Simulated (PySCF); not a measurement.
CCl₂, SMILES `Cl[C]Cl`.

PySCF calculation, PBE0/6-311+G**, gas phase; geometry: GFN2-xTB. No frequency check shows the geometry to be a minimum. GFN2-xTB bond lengths at metals and heavier atoms can be off by up to 0.1 Å and shapes distorted, which carries into these values.

Cartesian coordinates (Å):

```
Cl1      1.3938    0.1386    0.0000
C2      -0.0001   -0.7855    0.0000
Cl3     -1.3938    0.1386    0.0000
```

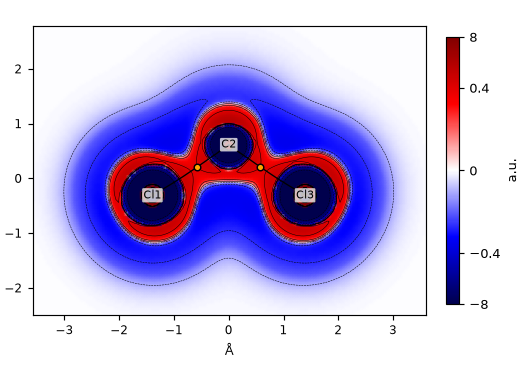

Negative Laplacian of the density (−∇²ρ) in the molecular plane (red positive, blue negative, colour scale in a.u., logarithmic beyond ±0.04), with bond paths and bond critical points (dots).

**At which bond critical points in this plane is charge locally concentrated, and at which depleted?**

Concentrated (∇²ρ < 0): C2–Cl3 and Cl1–C2 (−0.40 a.u.). At none is it depleted.

**Where along C2–Cl3 does the critical point lie?**

0.70 Å from C2 and 0.97 Å from Cl3.
